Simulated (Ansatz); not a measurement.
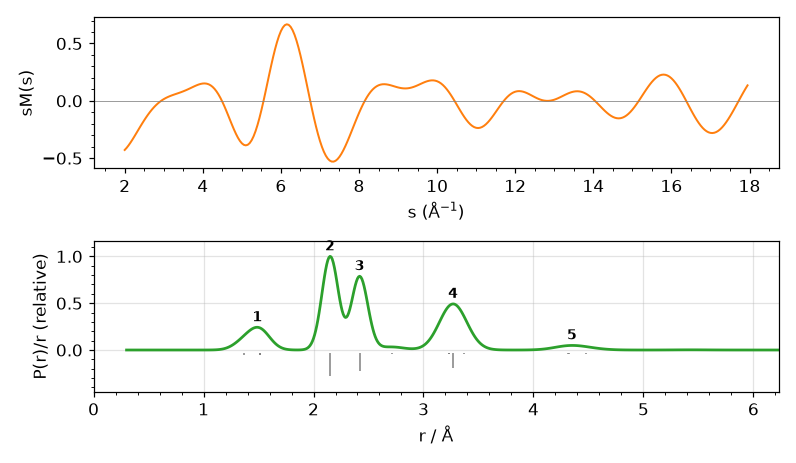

Simulated gas electron diffraction: reduced molecular intensity sM(s) from the Debye equation in the first Born approximation (top) and the radial distribution curve (bottom) of H₄SSi₂. Each pair of atoms contributes with weight ZᵢZⱼ/r (bars below the curve); damping constant 0.0015 Å²; vibrational amplitudes assumed, not computed: 0.05 Å for bonds, 0.078 Å for bonds to H, 0.06 + 0.015 r up to 0.15 Å for other pairs. The geometry is the end point of an optimisation (RKS PBE-D4/def2-SVP in Ansatz 0.2.0); it may be a saddle point or a higher isomer.

> Read the positions of the numbered peaks and name the main pairs (– for bonds).

Peak 1, 1.49 Å: S–H 1.37 Å, Si–H 1.51 Å (×3), not resolved
Peak 2, 2.15 Å: S–Si 2.15 Å
Peak 3, 2.42 Å: Si–Si 2.42 Å
Peak 4, 3.27 Å: Si···H 3.23–3.37 Å (×3), S···Si 3.27 Å, not resolved
Peak 5, 4.35 Å: S···H 4.31–4.32 Å (×2), Si···H 4.47 Å, not resolved
